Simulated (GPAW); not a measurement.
# Magnetic state of zigzag Ti chain, bond 2.521 A from several starts

Wanted: the moments of zigzag Ti chain, bond 2.521 A and the energy of each order that was tried.

Main program and level: GPAW 26.7.0; PBE; plane waves with GPAW's PAW setups, scalar-relativistic.

## (1) The structure

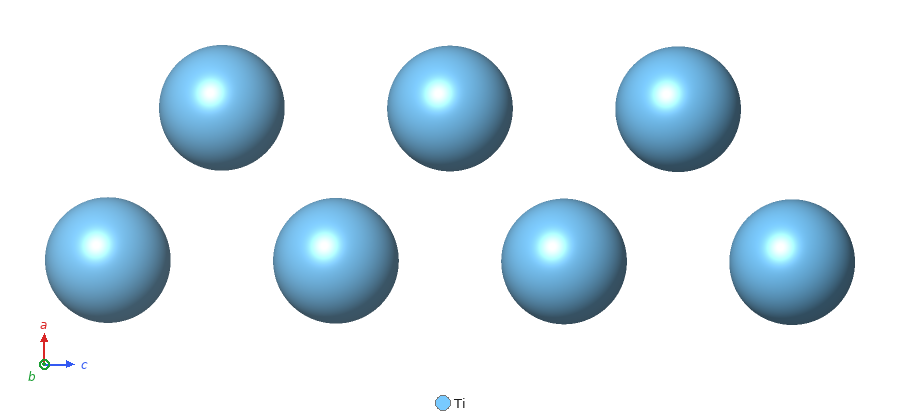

Start, viewed from the side, with the c axis across the page; titanium blue. 1×1×3 cells are drawn. Some periodic images of atoms are drawn too.

The cell holds 2 atoms: 2 Ti. Cell: a = 12.000 Å, b = 12.000 Å, c = 3.025 Å, α = 90.0°, β = 90.0°, γ = 90.0°. model lattice. Vacuum lies along a and b. The structure's axis is c.

## (2) Order 1, typed as ferro ++

Parallel moments need no larger cell; this start tests for a ferromagnetic state only.

File order1.py:

```python
import json
import numpy as np
from ase import Atoms
from ase.parallel import paropen, parprint
from gpaw import GPAW

atoms = Atoms(['Ti', 'Ti'],
    cell=[[12.0, 0.0, 0.0],
         [0.0, 12.0, 0.0],
         [0.0, 0.0, 3.0252]],
    scaled_positions=[[0.41596667, 0.5, 0.0],
         [0.58403333, 0.5, 0.5]],
    pbc=True,
    magmoms=[1.0, 1.0])
atoms.calc = GPAW(mode={'name': 'pw', 'ecut': 550},
    xc='PBE',
    kpts={'size': (1, 1, 10), 'gamma': True},
    occupations={'name': 'fermi-dirac', 'width': 0.05},
    convergence={'density': 1e-05, 'energy': 1e-05},
    maxiter=200,
    txt='order1.txt')
e = atoms.get_potential_energy(force_consistent=True)
res = {'free_energy': e, 'energy_sigma0': atoms.get_potential_energy(), 'fermi_energy': atoms.calc.get_fermi_level()}
res['moments'] = atoms.get_magnetic_moments().tolist()
res['total'] = atoms.get_magnetic_moment()
parprint('site moments (muB):', np.round(res['moments'], 3))
parprint(f"total moment: {res['total']:.3f} muB")
parprint(f'free energy: {e:.6f} eV')
atoms.calc.write('order1.gpw')
with paropen('results.json', 'w') as f:
    json.dump(res, f)
```

On the command line:

```
OMP_NUM_THREADS=1 python3 order1.py > order1.log
```

The log of the run:

```text
site moments (muB): [0.198 0.198]
total moment: 0.841 muB
free energy: -8.156226 eV

--- order1.txt ---
Input parameters:
  mode=PW(ecut=550),
  convergence={'density': 1e-05, 'energy': 1e-05},
  kpts=MonkhorstPack(size=(1, 1, 10), gamma=True),
  maxiter=200,
  occupations=Occupations(name='fermi-dirac', width=0.05),
  xc=XC(name='PBE')

Diagonalizing LCAO Hamiltonian
Converting LCAO to pw mode
        .----------------------------.
       /|                            |
      / |                            |
     /  |                            |
    /   .----------------------------.
   /   /             Ti             /
  /   /                            /
 *   /                            /
 |  /            Ti              /
 | /                            /
 |/                            /
 *----------------------------*

Atoms  # Å, Bohr magnetons
|   | symbol |        x |        y |        z |    initial magnetic moments |
|---|--------|----------|----------|----------|-----------------------------|
| 0 |     Ti | 4.991600 | 6.000000 | 0.000000 | ( 0.0000,  0.0000,  1.0000) |
| 1 |     Ti | 7.008400 | 6.000000 | 1.512600 | ( 0.0000,  0.0000,  1.0000) |

Unit cell  # Å
| periodic |         x |         y |        z |   lengths |    angles |
|----------|-----------|-----------|----------|-----------|-----------|
|      yes | 12.000000 |  0.000000 | 0.000000 | 12.000000 | 90.000000 |
|      yes |  0.000000 | 12.000000 | 0.000000 | 12.000000 | 90.000000 |
|      yes |  0.000000 |  0.000000 | 3.025200 |  3.025200 | 90.000000 |

Number of symmetries: 4

BZ-sampling:
  Number of BZ points: 10
  Number of IBZ points: 6

  Monkhorst-Pack size: [1, 1, 10]
  Monkhorst-Pack shift: [0.0, 0.0, 0.05]

K-points  # in reciprocal-cell coordinates
|   |                                coordinates |     weight |
|---|--------------------------------------------|------------|
| 0 | (  0.00000000,   0.00000000,   0.00000000) | 0.10000000 |
| 1 | (  0.00000000,   0.00000000,   0.10000000) | 0.20000000 |
| 2 | (  0.00000000,   0.00000000,   0.20000000) | 0.20000000 |
| 3 | (  0.00000000,   0.00000000,   0.30000000) | 0.20000000 |
| 4 | (  0.00000000,   0.00000000,   0.40000000) | 0.20000000 |
| 5 | (  0.00000000,   0.00000000,   0.50000000) | 0.10000000 |

Plane wave coefficients: 12836
Cutoff: 550.0 eV

Spin-components: 2 (collinear spins)
Bands:           20
Projectors:      12
Spin-degeneracy: 1
Datatype:        complex128

Parallelization:
  kpt:    1
  domain: 1
  band:   1

Density:
  Valence electrons: 24.0
  Components: 2
  Grid points: [70 70 18]
  Charge: 0.0  # |e|

Potential:
  Grid points: [70 70 18]

species:
  Ti:
    name:    Titanium
    Z:       22.0
    valence: 12
    core:    10
    charge:  0.0  # [|e|]
    compensation charges:
      type: gauss
      rc: 0.38  # [Å]
      lmax: 2
    cutoffs:
      filter: 2.23  # [Å]
      core: 1.02  # [Å]
    projectors
    | kind |    occ | energy [eV] | rcut [Å] |
    |------|--------|-------------|----------|
    |   3s |  2.000 |     -62.623 |    1.270 |
    |   4s |  2.000 |      -4.466 |    1.270 |
    |   3p |  6.000 |     -38.862 |    1.058 |
    |   4p |  0.000 |      -1.466 |    1.058 |
    |   3d |  2.000 |      -4.258 |    1.058 |
    |    d |        |      22.953 |    1.058 |

    Using partial waves for Ti as LCAO basis

Reference energy: -46448.028563  # eV

eigensolver:
  PPCG
  Converge bands: occupied
  niter=2

density mixing:
  MSR1-Mixer
  Pratt-step length: 0.05
  Maximum mixing coefficient: 0.75
  Old densities: 10
  SVD Regularization: 0.005
  Good broyden scale: 1.0
  Trust region scale: 1.0
  Backstep threshold: 4.0
  History deletion threshold: 6.0
  Fourier metric: weight=20.0, sigma=0.015

occupation numbers:
  Fermi-Dirac:
    width: 0.0500  # eV

poisson solver:
  ecut: 4400.0  # eV

xc functional:
  name: PBE with 2 nearest neighbor stencil

convergence criteria:
- Maximum integral of absolute [dens]ity change: 1e-05 electrons / valence electron
- Maximum [total energy] change in last 3 cyles: 1e-05 eV / valence electron
- Maximum integral of absolute [eigenst]ate change: 4e-08 eV^2 / valence electron
maximum number of iterations: 200

SCF iterations
|iter     |      energy | eigst |  dens |  magmom |
|---------|-------------|-------|-------|---------|
|iter:   1|       0s |  -10.515073 | +0.07 |       |  +2.0083|
|iter:   2|       4s |   -9.877137 | -1.50 | -0.75 |  +1.9594|
|iter:   3|       8s |   -8.339165 | -0.23 | -0.80 |  +1.5138|
|iter:   4|      11s |   -8.156330 | -0.98 | -1.10 |  +1.3609|
|iter:   5|      15s |   -8.120797 | -2.04 | -1.32 |  +1.1488|
|iter:   6|      19s |   -8.133857 | -2.30 | -1.61 |  +0.9982|
|iter:   7|      22s |   -8.137666 | -2.64 | -1.86 |  +0.8069|
|iter:   8|      26s |   -8.138435 | -3.74 | -2.35 |  +0.8037|
|iter:   9|      30s |   -8.139088 | -3.97 | -2.54 |  +0.7904|
|iter:  10|      34s |   -8.139608 | -4.36 | -2.92 |  +0.7971|
|iter:  11|      38s |   -8.140180 | -4.78 | -3.15 |  +0.8172|
|iter:  12|      42s |   -8.140309 | -5.01 | -3.30 |  +0.8210|
|iter:  13|      45s |   -8.140538 | -5.07 | -2.99 |  +0.8319|
|iter:  14|      49s |   -8.140777 | -5.52 | -3.63 |  +0.8413|
|iter:  15|      53s |   -8.140776c| -6.59 | -4.14 |  +0.8410|
|iter:  16|      57s |   -8.140783c| -7.05 | -4.34 |  +0.8411|
|iter:  17|      61s |   -8.140788c| -7.38 | -4.67 |  +0.8412|
|iter:  18|      63s |   -8.140785c| -7.85c| -5.10c|  +0.8410|

Converged in 18 steps
Energy contributions relative to reference atoms: (reference = -46448.028563)

Energy contributions:
  Kinetic:           0.879088
  Coulomb:           1.019564
  Zero:             -0.165502
  External:          0.000000
  Xc:               -9.858492
  Entropy:          -0.030883
  Spinorbit:         0.000000
  ----------------------------
  Free energy:      -8.156226
  Extrapolated:     -8.140785

dipole moment: (-0.000000, 0.000001, -9.581753)  # |e|*Ang

Total magnetic moment: (0.000000, 0.000000, 0.841001)

Local magnetic moments
|        x |        y |        z |
|----------|----------|----------|
| 0.000000 | 0.000000 | 0.198424 |  # Ti   0
| 0.000000 | 0.000000 | 0.198413 |  # Ti   1

Fermi level: -2.394
Eigenvalues  # (at kpt = [0.000, 0.000, 0.000])
| band index |      eig [eV] | occ [0-1] |      eig [eV] | occ [0-1] |
|------------|---------------|-----------|---------------|-----------|
|          0 |       -59.368 |     1.000 |       -59.151 |     1.000 |
|        ... |               |           |               |           |
|          4 |       -35.702 |     1.000 |       -35.434 |     1.000 |
|          5 |       -35.492 |     1.000 |       -35.267 |     1.000 |
|          6 |       -35.172 |     1.000 |       -34.985 |     1.000 |
|          7 |       -35.155 |     1.000 |       -34.945 |     1.000 |
|          8 |        -5.438 |     1.000 |        -5.194 |     1.000 |
|          9 |        -4.261 |     1.000 |        -3.977 |     1.000 |
|         10 |        -2.825 |     1.000 |        -2.710 |     0.998 |
|         11 |        -2.580 |     0.977 |        -2.256 |     0.060 |
|         12 |        -2.454 |     0.771 |        -2.129 |     0.005 |
|         13 |        -1.821 |     0.000 |        -1.663 |     0.000 |
|         14 |        -1.451 |     0.000 |        -1.229 |     0.000 |
|         15 |        -1.413 |     0.000 |        -1.200 |     0.000 |
|         16 |        -1.351 |     0.000 |        -1.065 |     0.000 |
|         17 |        -1.046 |     0.000 |        -0.681 |     0.000 |
|         18 |        -0.878 |     0.000 |        -0.665 |     0.000 |
|         19 |        -0.077 |     0.000 |         0.149 |     0.000 |

No gap
No difference between direct/indirect transitions
```

Run time: 71 s. Hardware: 1 MPI rank of Intel Xeon Platinum 8488C (Sapphire Rapids), shared host; peak memory 0.42 GiB.

Spin moment in the augmentation sphere by atom:

| atom | spin moment in the augmentation sphere (μB) |
| --- | --- |
| Ti1 | 0.198 |
| Ti2 | 0.198 |

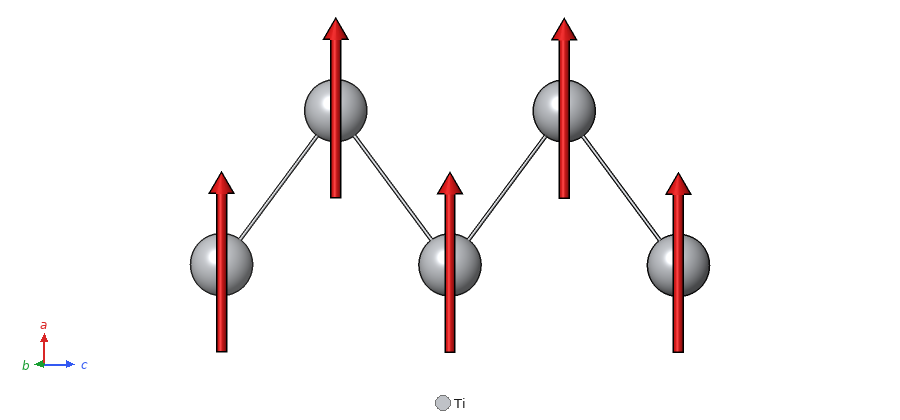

Spin moment in the augmentation sphere as arrows, the longest 0.198 μB. Up and down stand for the sign. Arrows give size and sign along the axis of quantisation, drawn up and down the page. 1×1×2 cells are drawn. Some periodic images of atoms are drawn too.

Read from the output:

```
magnetization : 0.8410 μB
final state   : ferromagnetic
```

After 18 cycles the largest moment stands at 0.198 μB.

## (3) Order 2, typed as antiferro +-

Reversing part of the moments tests the sign of the couplings between them.

order2.py is the script of step 2 with these lines changed:

```diff
@@ -13,3 +13,3 @@
     pbc=True,
-    magmoms=[1.0, 1.0])
+    magmoms=[1.0, -1.0])
 atoms.calc = GPAW(mode={'name': 'pw', 'ecut': 550},
@@ -20,3 +20,3 @@
     maxiter=200,
-    txt='order1.txt')
+    txt='order2.txt')
 e = atoms.get_potential_energy(force_consistent=True)
@@ -28,3 +28,3 @@
 parprint(f'free energy: {e:.6f} eV')
-atoms.calc.write('order1.gpw')
+atoms.calc.write('order2.gpw')
 with paropen('results.json', 'w') as f:
```

On the command line:

```
OMP_NUM_THREADS=1 python3 order2.py > order2.log
```

The log of the run:

```text
site moments (muB): [0. 0.]
total moment: 0.000 muB
free energy: -8.147058 eV

--- order2.txt ---
Input parameters:
  mode=PW(ecut=550),
  convergence={'density': 1e-05, 'energy': 1e-05},
  kpts=MonkhorstPack(size=(1, 1, 10), gamma=True),
  maxiter=200,
  occupations=Occupations(name='fermi-dirac', width=0.05),
  xc=XC(name='PBE')

Diagonalizing LCAO Hamiltonian
Converting LCAO to pw mode
        .----------------------------.
       /|                            |
      / |                            |
     /  |                            |
    /   .----------------------------.
   /   /             Ti             /
  /   /                            /
 *   /                            /
 |  /            Ti              /
 | /                            /
 |/                            /
 *----------------------------*

Atoms  # Å, Bohr magnetons
|   | symbol |        x |        y |        z |    initial magnetic moments |
|---|--------|----------|----------|----------|-----------------------------|
| 0 |     Ti | 4.991600 | 6.000000 | 0.000000 | ( 0.0000,  0.0000,  1.0000) |
| 1 |     Ti | 7.008400 | 6.000000 | 1.512600 | ( 0.0000,  0.0000, -1.0000) |

Unit cell  # Å
| periodic |         x |         y |        z |   lengths |    angles |
|----------|-----------|-----------|----------|-----------|-----------|
|      yes | 12.000000 |  0.000000 | 0.000000 | 12.000000 | 90.000000 |
|      yes |  0.000000 | 12.000000 | 0.000000 | 12.000000 | 90.000000 |
|      yes |  0.000000 |  0.000000 | 3.025200 |  3.025200 | 90.000000 |

Number of symmetries: 4

BZ-sampling:
  Number of BZ points: 10
  Number of IBZ points: 6

  Monkhorst-Pack size: [1, 1, 10]
  Monkhorst-Pack shift: [0.0, 0.0, 0.05]

Plane wave coefficients: 12836
Cutoff: 550.0 eV

Spin-components: 2 (collinear spins)
Bands:           19
Projectors:      12
Spin-degeneracy: 1
Datatype:        complex128

Parallelization:
  kpt:    1
  domain: 1
  band:   1

Density:
  Valence electrons: 24.0
  Components: 2
  Grid points: [70 70 18]
  Charge: 0.0  # |e|

Potential:
  Grid points: [70 70 18]

[... setups left out ...]
Reference energy: -46448.028563  # eV

eigensolver:
  PPCG
  Converge bands: occupied
  niter=2

density mixing:
  MSR1-Mixer
  Pratt-step length: 0.05
  Maximum mixing coefficient: 0.75
  Old densities: 10
  SVD Regularization: 0.005
  Good broyden scale: 1.0
  Trust region scale: 1.0
  Backstep threshold: 4.0
  History deletion threshold: 6.0
  Fourier metric: weight=20.0, sigma=0.015

occupation numbers:
  Fermi-Dirac:
    width: 0.0500  # eV

poisson solver:
  ecut: 4400.0  # eV

xc functional:
  name: PBE with 2 nearest neighbor stencil

convergence criteria:
- Maximum integral of absolute [dens]ity change: 1e-05 electrons / valence electron
- Maximum [total energy] change in last 3 cyles: 1e-05 eV / valence electron
- Maximum integral of absolute [eigenst]ate change: 4e-08 eV^2 / valence electron
maximum number of iterations: 200

SCF iterations
|iter     |      energy | eigst |  dens |  magmom |
|---------|-------------|-------|-------|---------|
|iter:   1|       0s |  -10.567639 | +0.07 |       |  +0.0000|
|iter:   2|       3s |   -9.877430 | -1.39 | -0.77 |  +0.0000|
|iter:   3|       7s |   -8.219187 | -0.01 | -0.81 |  +0.0000|
|iter:   4|      10s |   -8.106768 | -1.03 | -1.19 |  -0.0000|
|iter:   5|      14s |   -8.088586 | -2.04 | -1.42 |  +0.0000|
|iter:   6|      17s |   -8.098564 | -2.45 | -1.71 |  -0.0000|
|iter:   7|      20s |   -8.104937 | -2.48 | -1.93 |  +0.0000|
|iter:   8|      24s |   -8.109593 | -2.73 | -2.07 |  -0.0000|
|iter:   9|      27s |   -8.113759 | -2.64 | -2.24 |  +0.0000|
|iter:  10|      31s |   -8.116278 | -2.78 | -2.40 |  -0.0001|
[... 12 iterations left out ...]
|iter:  23|      74s |   -8.117372c| -7.51c| -4.69 |  +0.0020|
|iter:  24|      76s |   -8.117372c| -7.70c| -4.48 |  +0.0026|
|iter:  25|      78s |   -8.117372c| -8.02c| -4.40 |  +0.0021|
|iter:  26|      80s |   -8.117372c| -8.34c| -4.47 |  +0.0023|
|iter:  27|      82s |   -8.117372c| -7.95c| -4.46 |  +0.0032|
|iter:  28|      84s |   -8.117372c| -7.75c| -4.32 |  +0.0019|
|iter:  29|      85s |   -8.117372c| -7.73c| -4.54 |  +0.0034|
|iter:  30|      87s |   -8.117372c| -7.75c| -4.30 |  +0.0020|
|iter:  31|      89s |   -8.117371c| -7.60c| -4.53 |  +0.0006|
|iter:  32|      91s |   -8.117371c| -8.03c| -5.03c|  +0.0002|

Converged in 32 steps
Energy contributions relative to reference atoms: (reference = -46448.028563)

Energy contributions:
  Kinetic:           0.827542
  Coulomb:           1.050774
  Zero:             -0.163709
  External:          0.000000
  Xc:               -9.802291
  Entropy:          -0.059373
  Spinorbit:         0.000000
  ----------------------------
  Free energy:      -8.147058
  Extrapolated:     -8.117371

dipole moment: (0.000001, 0.000001, -9.582504)  # |e|*Ang

Total magnetic moment: (0.000000, 0.000000, 0.000163)

Local magnetic moments
|        x |        y |        z |
|----------|----------|----------|
| 0.000000 | 0.000000 | 0.000042 |  # Ti   0
| 0.000000 | 0.000000 | 0.000036 |  # Ti   1

Fermi level: -2.382
Eigenvalues  # (at kpt = [0.000, 0.000, 0.000])
| band index |      eig [eV] | occ [0-1] |      eig [eV] | occ [0-1] |
|------------|---------------|-----------|---------------|-----------|
|          0 |       -59.256 |     1.000 |       -59.256 |     1.000 |
|        ... |               |           |               |           |
|          4 |       -35.584 |     1.000 |       -35.584 |     1.000 |
|          5 |       -35.366 |     1.000 |       -35.366 |     1.000 |
|          6 |       -35.055 |     1.000 |       -35.055 |     1.000 |
|          7 |       -35.045 |     1.000 |       -35.045 |     1.000 |
|          8 |        -5.309 |     1.000 |        -5.309 |     1.000 |
|          9 |        -4.104 |     1.000 |        -4.104 |     1.000 |
|         10 |        -2.771 |     1.000 |        -2.771 |     1.000 |
|         11 |        -2.421 |     0.685 |        -2.421 |     0.685 |
|         12 |        -2.284 |     0.123 |        -2.284 |     0.123 |
|         13 |        -1.724 |     0.000 |        -1.724 |     0.000 |
|         14 |        -1.343 |     0.000 |        -1.343 |     0.000 |
|         15 |        -1.307 |     0.000 |        -1.307 |     0.000 |
|         16 |        -1.198 |     0.000 |        -1.198 |     0.000 |
|         17 |        -0.866 |     0.000 |        -0.866 |     0.000 |
|         18 |        -0.775 |     0.000 |        -0.775 |     0.000 |

Gap: 0.007 eV
Transition (v -> c):
  (s=1, k=3, n=11, [0.00, 0.00, 0.30]) -> (s=0, k=3, n=12, [0.00, 0.00, 0.30])
No difference between direct/indirect transitions
```

Run time: 98 s. Hardware: 1 MPI rank; peak memory 0.42 GiB.

The spin moment in the augmentation sphere vanishes on all atoms.

Read from the output:

```
final state : non-magnetic
```

It lies 4.58 meV a seeded atom over the first start.

## (4) Order 3, typed as antiferro q=(0,0,1/2) +-+-

Another pattern of signs weighs the neighbour shells otherwise.

The cell is doubled to 4 atoms to hold this order. Its mesh is chosen so that both cells sample the same points.

File order3.py:

```python
import json
import numpy as np
from ase import Atoms
from ase.parallel import paropen, parprint
from gpaw import GPAW

atoms = Atoms(['Ti', 'Ti', 'Ti', 'Ti'],
    cell=[[12.0, 0.0, 0.0],
         [0.0, 12.0, 0.0],
         [0.0, 0.0, 6.0504]],
    scaled_positions=[[0.41596667, 0.5, 0.0],
         [0.41596667, 0.5, 0.5],
         [0.58403333, 0.5, 0.25],
         [0.58403333, 0.5, 0.75]],
    pbc=True,
    magmoms=[1.0, -1.0, 1.0, -1.0])
atoms.calc = GPAW(mode={'name': 'pw', 'ecut': 550},
    xc='PBE',
    kpts={'size': (1, 1, 5), 'gamma': True},
    occupations={'name': 'fermi-dirac', 'width': 0.05},
    convergence={'density': 1e-05, 'energy': 1e-05},
    maxiter=200,
    txt='order3.txt')
e = atoms.get_potential_energy(force_consistent=True)
res = {'free_energy': e, 'energy_sigma0': atoms.get_potential_energy(), 'fermi_energy': atoms.calc.get_fermi_level()}
res['moments'] = atoms.get_magnetic_moments().tolist()
res['total'] = atoms.get_magnetic_moment()
parprint('site moments (muB):', np.round(res['moments'], 3))
parprint(f"total moment: {res['total']:.3f} muB")
parprint(f'free energy: {e:.6f} eV')
atoms.calc.write('order3.gpw')
with paropen('results.json', 'w') as f:
    json.dump(res, f)
```

On the command line:

```
OMP_NUM_THREADS=1 python3 order3.py > order3.log
```

The log of the run:

```text
Input parameters:
  mode=PW(ecut=550),
  convergence={'density': 1e-05, 'energy': 1e-05},
  kpts=MonkhorstPack(size=(1, 1, 5), gamma=True),
  maxiter=200,
  occupations=Occupations(name='fermi-dirac', width=0.05),
  xc=XC(name='PBE')

Diagonalizing LCAO Hamiltonian
Converting LCAO to pw mode
        .----------------------------.
       /|                            |
      / |                            |
     /  |                            |
    /   |                            |
   /    |            Ti              |
  /     |                            |
[...]
[... 64 iterations left out ...]
|iter:  75|     616s |  -16.234727c| -7.20 | -4.02 |  -0.0152|
|iter:  76|     625s |  -16.234725c| -7.31 | -4.02 |  -0.0129|
|iter:  77|     636s |  -16.234722c| -6.58 | -4.10 |  -0.0092|
|iter:  78|     647s |  -16.234742c| -5.72 | -4.23 |  -0.0268|
|iter:  79|     659s |  -16.234722c| -5.97 | -3.73 |  -0.0093|
|iter:  80|     668s |  -16.234741c| -6.39 | -4.16 |  -0.0258|
|iter:  81|     676s |  -16.234740c| -7.35 | -3.76 |  -0.0258|
|iter:  82|     685s |  -16.234735c| -6.96 | -3.73 |  -0.0217|
|iter:  83|     695s |  -16.234737c| -7.41c| -3.78 |  -0.0237|
|iter:  84|     706s |  -16.234737c| -7.04 | -3.80 |  -0.0239|
```

Wall time 12 min (1 MPI rank); peak memory 0.73 GiB.

The run was cut off at its time limit.

It was cut off while still iterating. More time helps where the residual falls; where it has stalled, the mixing must change.

(Part 1 of 2 ends here.)

[Logs and program files are shortened in this print: banners, set-up blocks, solver, clock and traceback lines can be left out without a mark of their own.]

[Logs are printed without paths, hosts, clocks, repeated set-up lines and the standing remarks that a program may print on its own settings, such as how far it seeks lower states.]

[Hosts, paths, dates, database ids (printed as entryN), source tags and the programs' standing remarks are cut or masked in the printed files.]

[Where a cell is said to come from a database of computed structures, the database is the Materials Project.]

[Lattice constants of own cells that a recipe calls measured were typed without a cited source.]
